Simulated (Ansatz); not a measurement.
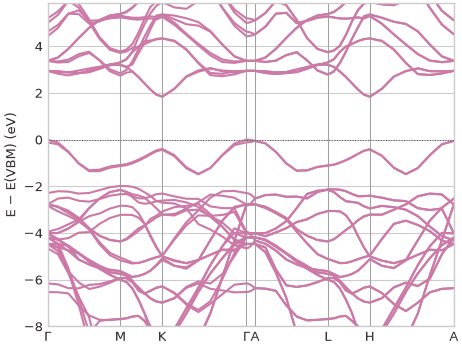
Fig. 1. Band structure from r²SCAN+D4 in the plane-wave PAW code Ansatz

Task: Read off the gap and where the band edges lie.

Result: About 1.8 eV (1.84 eV by a search for the band edges); maximum at Γ, minimum on the H–K line, 6 % of the way from H.

Task: Pick the material that matches.
A. Si2MoN4, P6_3/mmc (Mo on 2c, N on 4f, Si on 4f, N on 4e)
B. GaN, P6_3/mmc (Ga on 2d, N on 2b)
C. WS2, P6_3/mmc (W on 2c, S on 4f)
D. MoS2, P6_3/mmc (Mo on 2b, S on 4f)

Result: A, Si2MoN4, P6_3/mmc (Mo on 2c, N on 4f, Si on 4f, N on 4e)

The start of the workflow was typed in or built on a structure type; neither database checked (COD, Materials Project) lists it. Its standing as an ambient phase is unchecked. The r²SCAN+D4 relaxation kept the symmetry of its start; its stability against distortions is not shown here. The workflow began spin-polarised and lost its moments. Spin–orbit coupling is left out wherever it is not named.

Potentials: the earlier of the program's two PAW sets.
